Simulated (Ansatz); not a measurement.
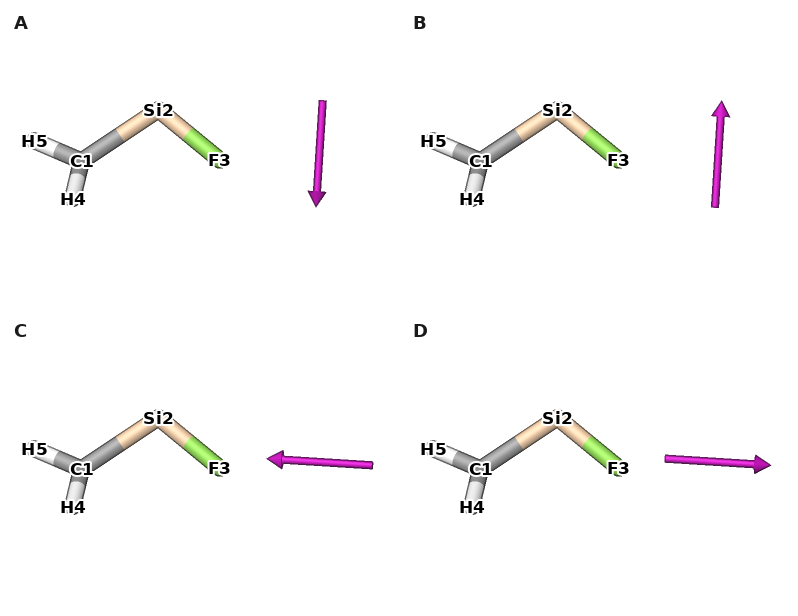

The same molecule four times, each with an arrow. The species is neutral and a spin doublet. The geometry was computed by an optimisation with PBE-D4/def2-SVP. No frequency run is at hand to confirm it as a minimum. Level of theory: UKS PBE-D4/def2-SVP (Ansatz 0.2.0).

Which arrow points along the dipole moment, from the negative to the positive end?

Answer. C. The dipole moment is 1.41 D; it points from the side of F3 to the side of H5 (the outermost atoms at the two ends).
